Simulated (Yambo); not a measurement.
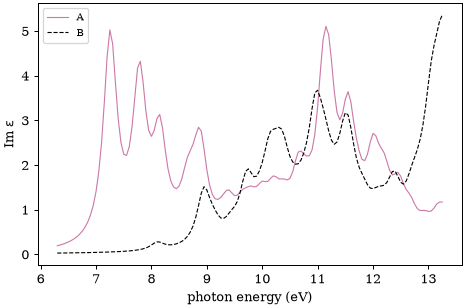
Fig. 1. Two computed absorption spectra of RbCl (rock salt, space group Fm-3m, No. 225) (Yambo, LDA bands with the same scissor, field along x)

Question: Which curve includes the electron-hole attraction (BSE)?

Answer: Curve A: the attraction moves weight to lower energy (centre of the plotted range 9.8 eV against 11.2 eV). Settings: 6×6×6 mesh, 3 valence and 7 conduction bands, static screening with 32 bands and a 4 Ry block, scissor 3.26 eV, Tamm-Dancoff. The scissor comes from a G0W0 run whose convergence isn't established. Broadening 0.15 eV. The band window holds all transitions up to 15.8 eV. On this mesh the peak heights and the fine structure are mesh artefacts; only the shift of weight is robust.

Geometry relaxed with LDA; primitive cell a = 4.510 Å, b = 4.510 Å, c = 4.510 Å, α = 60.00°, β = 60.00°, γ = 60.00°.
